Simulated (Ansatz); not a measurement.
Sb (A7 type, space group R-3m)

```
Sb
1.0
    2.16397     1.24937     3.78144
   -2.16397     1.24937     3.78144
    0.00000    -2.49874     3.78144
Sb
2
Direct
  0.23324   0.23324   0.23324
  0.76676   0.76676   0.76676
```

In this cell atom 1 (Sb, nearest neighbour Sb at 2.920 Å; its periodic images, 4.3 Å or more away, move with it) is moved by s along Cartesian [111], unit vector (0.577, 0.577, 0.577); all other atoms and the cell stay fixed.

All values below come from r2SCAN+rVV10 (plane waves to 500 eV, PAW, scalar-relativistic; Ansatz, a program for electronic structure). k mesh 11×11×11 (Γ-centred), Fermi-Dirac smearing 0.05 eV. The energy includes the smearing's −TS. With partly filled bands, energies and forces of such displacements shift with the k mesh and the smearing. Sb was relaxed with its symmetry unable to fall. Spin-orbit coupling is left out, though Sb is heavy. ΔE is measured from the undisplaced structure.

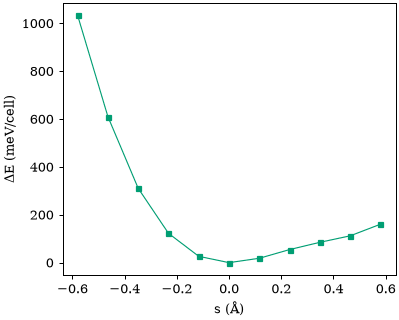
ΔE (meV/cell) against s (Å); markers are the computed points, lines only join them.

The force constant k = d²E/ds² at s = 0 (finite differences) is 3.37 eV/Å². The force along the line at s = -0.580 Å is 4.20 eV/Å and the energy at s = 0.580 Å is 161 meV/cell. Symmetry of the curve: not even: the negative side lies higher at ±0.580 Å. Shape of the curve: a single well with its minimum at or next to zero displacement.

With its periodic images moving along, the atom's site symmetry in this cell is 3m.

(A displaced cell: forces are minus the slopes of the energy, force constants its curvatures, and phonons follow from these.)
